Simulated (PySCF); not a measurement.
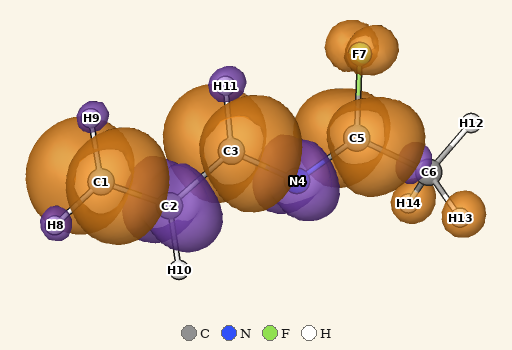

Figure 1: C5H7FN (SMILES C=C/C=N/[C](C)F) (doublet). Isosurfaces of the spin density at +0.015 (orange) and −0.015 e/Å³ (purple), seen at a tilt.

Geometry: GFN2-xTB.

Level of theory: PySCF 2.14.0, density-fitted response routines, UKS B3LYP, pcH-1 on C F H N, non-relativistic, mean-field spin-orbit, GIAO.

| atom | x (Å) | y (Å) | z (Å) |
| --- | --- | --- | --- |
| C | -3.1823 | 0.2003 | -0.0167 |
| C | -1.9587 | -0.3175 | -0.2633 |
| C | -0.7590 | 0.3237 | 0.0765 |
| N | 0.4048 | -0.2704 | -0.2085 |
| C | 1.5520 | 0.2060 | 0.0454 |
| C | 2.8275 | -0.4724 | -0.2796 |
| F | 1.7136 | 1.4260 | 0.6616 |
| H | -4.0819 | -0.3194 | -0.2920 |
| H | -3.2970 | 1.1558 | 0.4666 |
| H | -1.8603 | -1.2785 | -0.7493 |
| H | -0.7892 | 1.2951 | 0.5682 |
| H | 3.6652 | 0.1408 | 0.0413 |
| H | 2.8716 | -1.4411 | 0.2167 |
| H | 2.8931 | -0.6488 | -1.3526 |

Question: Which atoms carry the spin?

Answer: The unpaired spin (1 electron) lies mostly on C3 (about 0.3), C1 (about 0.3) and C5 (about 0.2), in electrons by Hirshfeld's partition.
